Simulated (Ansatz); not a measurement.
**Geometry relaxation of C18H3B (part 3 of 3)**

Continued. System: C18H3B (slab, 22 atoms in the cell). Method: DFT PBE, scalar-relativistic, plane waves, PAW, PAW set soft_1, no spin polarisation (Ansatz 0.2.0); cutoff 420 eV, 2×2×1 k-mesh, Fermi–Dirac smearing of 0.05 eV. It belongs to a series of runs on one base structure; here: end point A relaxed.

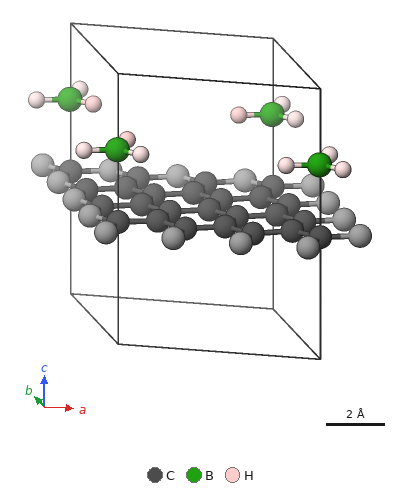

**Figure 1.** The geometry at step 11 of the log (ball-and-stick view of the cell of the calculation, with the vacuum cut short, seen slightly off an axis; neighbours outside the cell are drawn fainter).

Trajectory as extended XYZ, continued
```
22
Lattice="7.3980 0.0000 0.0000 -3.6990 6.4069 0.0000 0.0000 0.0000 12.0000" Properties=species:S:1:pos:R:3:forces:R:3 step=8 energy=-4719.14846
C     0.0228   -0.0970    0.8548   -0.0011   0.0055   0.0522
C     1.2603    0.6172    0.8179    0.1040   0.0753  -0.0084
C    -1.2122    2.0432    0.8026   -0.0931  -0.0021  -0.0140
C     0.0227    2.7571    0.7990   -0.0043   0.0727   0.0066
C    -2.4402    4.1786    0.7986    0.0163  -0.0455   0.0009
C    -1.2120    4.8882    0.7924   -0.0031  -0.0826   0.0094
C     2.4864   -0.0932    0.7958    0.0184   0.1043  -0.0056
C     3.7217    0.6225    0.7891    0.0160  -0.0140   0.0193
C     1.2581    2.0430    0.8026    0.0979  -0.0224  -0.0109
C     2.4881    2.7513    0.7956   -0.0697   0.0155  -0.0135
C     0.0226    4.1746    0.7898    0.0321  -0.0161   0.0046
C     1.2595    4.8884    0.7919   -0.0633  -0.0585   0.0068
C     4.9588   -0.0930    0.7953   -0.0714   0.0665  -0.0050
C     6.1837    0.6170    0.8174   -0.0672   0.0778  -0.0039
C     3.7214    2.0384    0.7952    0.0167  -0.0292   0.0045
C     4.9560    2.7519    0.7957    0.0572   0.0065  -0.0092
C     2.4863    4.1790    0.7979    0.0176  -0.0591   0.0070
C     3.7219    4.8913    0.8197   -0.0020  -0.1247  -0.0140
B     3.7201    6.1779    3.4480    0.0083  -0.0091   0.2146
H     2.6886    5.5769    3.5222   -0.0719  -0.0344  -0.0835
H     4.7555    5.5830    3.5259    0.0609  -0.0261  -0.0863
H     3.7158    7.3691    3.5482    0.0018   0.0998  -0.0715
22
Lattice="7.3980 0.0000 0.0000 -3.6990 6.4069 0.0000 0.0000 0.0000 12.0000" Properties=species:S:1:pos:R:3:forces:R:3 step=9 energy=-4719.15246
C     0.0243   -0.1069    0.8454   -0.0054   0.0297   0.0199
C     1.2620    0.6086    0.8151    0.0525   0.0133  -0.0467
C    -1.2115    2.0345    0.7975   -0.0001  -0.0001  -0.0023
C     0.0243    2.7488    0.7932   -0.0011  -0.0391   0.0128
C    -2.4392    4.1683    0.7949    0.0429  -0.0183  -0.0366
C    -1.2107    4.8781    0.7894   -0.0107  -0.0300   0.0063
C     2.4883   -0.1016    0.7919   -0.0074   0.0302   0.0102
C     3.7232    0.6131    0.7847    0.0058  -0.0357   0.0166
C     1.2607    2.0341    0.7974   -0.0017  -0.0086   0.0044
C     2.4895    2.7412    0.7904   -0.0175   0.0203  -0.0026
C     0.0242    4.1650    0.7859    0.0096   0.0310   0.0083
C     1.2601    4.8784    0.7887    0.0013  -0.0224   0.0039
C     4.9589   -0.1018    0.7911   -0.0050   0.0161   0.0086
C     6.1850    0.6083    0.8141   -0.0381   0.0057  -0.0373
C     3.7231    2.0285    0.7896    0.0084   0.0208   0.0054
C     4.9578    2.7417    0.7904    0.0087   0.0156   0.0033
C     2.4884    4.1685    0.7940   -0.0370  -0.0121  -0.0305
C     3.7234    4.8798    0.8084   -0.0078  -0.0243   0.0544
B     3.7137    6.2230    3.5019    0.0068  -0.0765  -0.1017
H     2.6800    5.6156    3.5302   -0.0034   0.0232   0.0355
H     4.7512    5.6217    3.5341   -0.0031   0.0288   0.0360
H     3.7094    7.4185    3.5672    0.0022   0.0319   0.0308
22
Lattice="7.3980 0.0000 0.0000 -3.6990 6.4069 0.0000 0.0000 0.0000 12.0000" Properties=species:S:1:pos:R:3:forces:R:3 step=10 energy=-4719.15298
C     0.0225   -0.1100    0.8537    0.0410   0.0270  -0.0020
C     1.2643    0.6063    0.8148   -0.1262  -0.0829   0.0235
C    -1.2127    2.0302    0.7996   -0.0053   0.0347  -0.0092
C     0.0233    2.7424    0.7977   -0.0052   0.0589  -0.0059
C    -2.4377    4.1634    0.7964   -0.1098   0.0939   0.0311
C    -1.2112    4.8726    0.7938    0.0154   0.1051  -0.0045
C     2.4882   -0.1034    0.7963    0.0042  -0.1103  -0.0064
C     3.7224    0.6093    0.7908   -0.0231   0.0847  -0.0003
C     1.2601    2.0298    0.7998    0.0108   0.0488  -0.0159
C     2.4874    2.7393    0.7929    0.0422  -0.1050  -0.0049
C     0.0232    4.1612    0.7910   -0.0228  -0.0741   0.0061
C     1.2575    4.8733    0.7931    0.0126   0.0872  -0.0003
C     4.9562   -0.1046    0.7957    0.0424  -0.0783  -0.0022
C     6.1813    0.6051    0.8148    0.0628  -0.0556   0.0188
C     3.7227    2.0270    0.7940   -0.0324  -0.0226   0.0004
C     4.9578    2.7394    0.7933   -0.0159  -0.0804  -0.0104
C     2.4846    4.1641    0.7960    0.0877   0.0872   0.0273
C     3.7215    4.8753    0.8186    0.0226  -0.0196  -0.0360
B     3.7188    6.2365    3.4724   -0.0039   0.0128   0.0020
H     2.6836    5.6342    3.5206   -0.0079  -0.0010   0.0007
H     4.7573    5.6402    3.5234    0.0099  -0.0020  -0.0010
H     3.7151    7.4338    3.5467    0.0010  -0.0084  -0.0108
22
Lattice="7.3980 0.0000 0.0000 -3.6990 6.4069 0.0000 0.0000 0.0000 12.0000" Properties=species:S:1:pos:R:3:forces:R:3 step=11 energy=-4719.15408
C     0.0230   -0.1096    0.8537    0.0049   0.0183   0.0054
C     1.2623    0.6057    0.8158   -0.0193  -0.0080   0.0013
C    -1.2129    2.0311    0.7991   -0.0002   0.0086  -0.0029
C     0.0230    2.7445    0.7968    0.0007   0.0007  -0.0009
C    -2.4394    4.1649    0.7978   -0.0183   0.0124   0.0027
C    -1.2118    4.8743    0.7938    0.0093   0.0085   0.0014
C     2.4874   -0.1043    0.7961    0.0092  -0.0112  -0.0006
C     3.7220    0.6097    0.7901   -0.0029   0.0046   0.0013
C     1.2598    2.0306    0.7991    0.0012   0.0130  -0.0036
C     2.4880    2.7385    0.7927    0.0003  -0.0164  -0.0010
C     0.0230    4.1618    0.7908   -0.0005  -0.0063   0.0025
C     1.2585    4.8748    0.7933   -0.0068   0.0041   0.0028
C     4.9573   -0.1048    0.7956    0.0006  -0.0059   0.0008
C     6.1826    0.6052    0.8156    0.0086  -0.0064   0.0021
C     3.7220    2.0260    0.7935   -0.0002   0.0062   0.0007
C     4.9568    2.7389    0.7929   -0.0019  -0.0156  -0.0011
C     2.4863    4.1653    0.7973    0.0161   0.0136   0.0036
C     3.7220    4.8763    0.8178   -0.0001  -0.0234  -0.0078
B     3.7192    6.2350    3.4729   -0.0019  -0.0111   0.0003
H     2.6840    5.6320    3.5200   -0.0038   0.0031   0.0014
H     4.7578    5.6381    3.5231    0.0040   0.0033  -0.0003
H     3.7153    7.4314    3.5477    0.0010   0.0080  -0.0079
22
Lattice="7.3980 0.0000 0.0000 -3.6990 6.4069 0.0000 0.0000 0.0000 12.0000" Properties=species:S:1:pos:R:3:forces:R:3 step=12 energy=-4719.15408
C     0.0230   -0.1096    0.8537    0.0054   0.0188   0.0053
C     1.2623    0.6057    0.8158   -0.0193  -0.0082   0.0013
C    -1.2129    2.0311    0.7991   -0.0012   0.0083  -0.0029
C     0.0230    2.7445    0.7968    0.0013   0.0007  -0.0009
C    -2.4394    4.1649    0.7978   -0.0176   0.0121   0.0027
C    -1.2118    4.8743    0.7938    0.0089   0.0087   0.0014
C     2.4874   -0.1043    0.7961    0.0090  -0.0115  -0.0006
C     3.7220    0.6097    0.7901   -0.0022   0.0047   0.0013
C     1.2598    2.0306    0.7991    0.0013   0.0138  -0.0036
C     2.4880    2.7385    0.7927   -0.0006  -0.0158  -0.0010
C     0.0230    4.1618    0.7908    0.0003  -0.0063   0.0025
C     1.2585    4.8748    0.7933   -0.0068   0.0032   0.0028
C     4.9573   -0.1048    0.7956    0.0003  -0.0053   0.0007
C     6.1826    0.6052    0.8156    0.0079  -0.0057   0.0020
C     3.7220    2.0260    0.7935    0.0006   0.0060   0.0007
C     4.9568    2.7389    0.7929   -0.0015  -0.0163  -0.0011
C     2.4863    4.1653    0.7973    0.0146   0.0127   0.0036
C     3.7220    4.8763    0.8178    0.0004  -0.0233  -0.0077
B     3.7192    6.2350    3.4729   -0.0019  -0.0111   0.0002
H     2.6840    5.6320    3.5200   -0.0038   0.0031   0.0014
H     4.7578    5.6381    3.5231    0.0041   0.0033  -0.0003
H     3.7153    7.4314    3.5477    0.0010   0.0081  -0.0079
22
Lattice="7.3980 0.0000 0.0000 -3.6990 6.4069 0.0000 0.0000 0.0000 12.0000" Properties=species:S:1:pos:R:3:forces:R:3 step=13 energy=-4719.15420
C     0.0230   -0.1114    0.8546    0.0033   0.0152   0.0127
C     1.2620    0.6036    0.8169   -0.0047   0.0001   0.0013
C    -1.2127    2.0291    0.8006   -0.0010   0.0023  -0.0027
C     0.0230    2.7424    0.7987   -0.0003  -0.0056  -0.0017
C    -2.4397    4.1628    0.7989   -0.0123   0.0058   0.0046
C    -1.2115    4.8724    0.7962    0.0063  -0.0047  -0.0007
C     2.4876   -0.1066    0.7981    0.0069   0.0044  -0.0019
C     3.7220    0.6076    0.7927    0.0002  -0.0072  -0.0006
C     1.2596    2.0286    0.8005    0.0024   0.0028  -0.0033
C     2.4882    2.7363    0.7943    0.0021  -0.0049  -0.0013
C     0.0230    4.1598    0.7937    0.0025   0.0075  -0.0010
C     1.2585    4.8729    0.7961   -0.0115  -0.0057  -0.0009
C     4.9573   -0.1070    0.7982   -0.0075   0.0045  -0.0016
C     6.1829    0.6031    0.8172    0.0013   0.0025  -0.0002
C     3.7220    2.0240    0.7954    0.0013   0.0101  -0.0003
C     4.9567    2.7367    0.7945   -0.0031  -0.0060  -0.0017
C     2.4865    4.1633    0.7988    0.0136   0.0036   0.0037
C     3.7220    4.8740    0.8182    0.0010  -0.0258  -0.0035
B     3.7189    6.2439    3.4641    0.0005  -0.0039   0.0016
H     2.6836    5.6419    3.5146   -0.0082  -0.0018   0.0022
H     4.7574    5.6475    3.5166    0.0071  -0.0014   0.0011
H     3.7156    7.4405    3.5367    0.0004   0.0083  -0.0059
```

This output came from the following input.

The input
```yaml
crystal:
  lattice:
    - [7.398, 0.0, 0.0]
    - [-3.699, 6.406856, 0.0]
    - [0.0, 0.0, 12.0]
  atoms:
    - { symbol: C, position: [0.0, 0.0, 0.0833333] }
    - { symbol: C, position: [0.2222222, 0.1111111, 0.0833333] }
    - { symbol: C, position: [0.0, 0.3333333, 0.0833333] }
    - { symbol: C, position: [0.2222222, 0.4444444, 0.0833333] }
    - { symbol: C, position: [0.0, 0.6666667, 0.0833333] }
    - { symbol: C, position: [0.2222222, 0.7777778, 0.0833333] }
    - { symbol: C, position: [0.3333333, 0.0, 0.0833333] }
    - { symbol: C, position: [0.5555556, 0.1111111, 0.0833333] }
    - { symbol: C, position: [0.3333333, 0.3333333, 0.0833333] }
    - { symbol: C, position: [0.5555556, 0.4444444, 0.0833333] }
    - { symbol: C, position: [0.3333333, 0.6666667, 0.0833333] }
    - { symbol: C, position: [0.5555556, 0.7777778, 0.0833333] }
    - { symbol: C, position: [0.6666667, 0.0, 0.0833333] }
    - { symbol: C, position: [0.8888889, 0.1111111, 0.0833333] }
    - { symbol: C, position: [0.6666667, 0.3333333, 0.0833333] }
    - { symbol: C, position: [0.8888889, 0.4444444, 0.0833333] }
    - { symbol: C, position: [0.6666667, 0.6666667, 0.0833333] }
    - { symbol: C, position: [0.8888889, 0.7777778, 0.0833333] }
    - { symbol: B, position: [0.9659424, 0.8981513, 0.2075] }
    - { symbol: H, position: [0.7802197, 0.8073912, 0.222375] }
    - { symbol: H, position: [1.0567026, 0.8031929, 0.222375] }
    - { symbol: H, position: [1.0609049, 1.0838699, 0.222375] }
basis:
  ecutwfc: 420.0
kpoints:
  mp_grid: { grid: [2, 2, 1] }
hamiltonian:
  xc: pbe
  pseudopotentials: { kind: paw, azcp: { folder: soft_1 } }
scf:
  occupations: { method: fermi_dirac, width: 0.05 }
  lower_state_search: "off"
relax:
  f_tol: 0.03
  max_steps: 60
  adjacent_minimum: "off"
```

Run as:
```bash
ansatz run input.yaml --threads 1 --pin off --max-ram 3072MiB --backend cpu --events-out ev --progress --plain --runs-dir out
```

Key numbers

| quantity | value |
| --- | --- |
| outcome | converged |
| electrons treated | 78 |
| free energy | −4719.1542 eV |
| Fermi energy | −1.075 eV |
| final volume | 568.78 Å³ |
| largest force (length of the vector) at the end | 0.026 eV/Å |
| hardware | 1 thread of Arm Neoverse V1, 24 GiB of memory available, shared host |
| wall time | 94 s |
| peak memory | 0.64 GiB |

Remarks

The k-point mesh is coarse for a cell of this size, so the results may not be converged.
